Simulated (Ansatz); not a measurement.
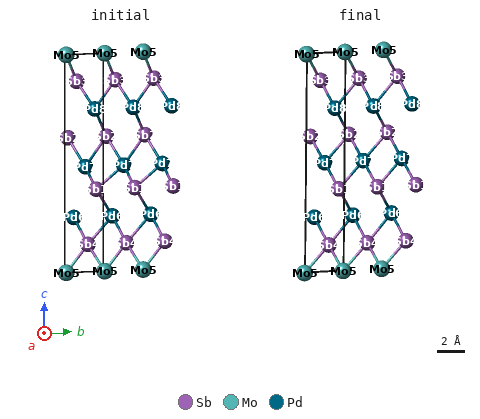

The structure of crystalline Sb₄MoPd₃ (built on the Pb4SeS3-166 type type) before (left) and after (right) a relaxation, at one scale.

The picture is a ball-and-stick view of the cell of the calculation, reduced to other axes, repeated 1 × 3 × 1 with one cell outlined, seen along the a axis. Lengths and directions refer to the drawn axes.

Case: shaken.

Level of theory: Ansatz 0.2.0, DFT, PBEsol, plane waves, PAW. (plane-wave cutoff 420 eV; k-point mesh 6 × 6 × 6; occupations fermi dirac; smearing width 0.05 eV; no spin polarisation; cell and atoms relaxed; force threshold 0.01 eV/Å; at most 120 steps)

> Describe what moved and what it gained.

Over 5 accepted moves (6 points after the start) the energy falls by 82.0 meV per atom. Largest force component: 2.1 eV/Å at the start, 0.0028 eV/Å at the end. The pressure goes from 4.53 to −0.01 GPa. The SCF was repeated once at an unchanged geometry on a basis and grid sized afresh for the cell, which shifted the energy by 0.1 meV per atom at most. The largest move relative to the cell is that of Pd7, 0.28 Å along [2 −3 1]. Largest moves by element: Pd 0.28 Å, Sb 0.18 Å, Mo 0.16 Å. The volume changes by +1.3 %, with a 3.267 → 3.305 Å (+1.2 %), b 3.280 → 3.303 Å (+0.7 %), c 16.272 → 16.357 Å (+0.5 %), α 85.6° → 84.2°, β 85.2° → 84.2°, γ 60.9° → 60.0°. Near-neighbour distances that change, for instance: Sb2–Pd7 3.104 → 2.772 Å, Sb1–Pd7 2.466 → 2.772 Å, Sb3–Pd8 2.658 → 2.856 Å, Sb3–Mo5 2.951 → 2.757 Å. Bond angles that change, for instance: Sb1–Pd7–Sb2 165.2° → 180.0°, Sb1–Pd7–Sb2 167.9° → 180.0°, Pd7–Sb2–Pd8 118.3° → 106.6°. The space group (tolerance 0.01 Å) goes from P1 (No. 1) to R-3m (No. 166). The run took 3.4 min on 4 threads of Arm Neoverse V1, on a shared host, peak memory 1.2 GiB.
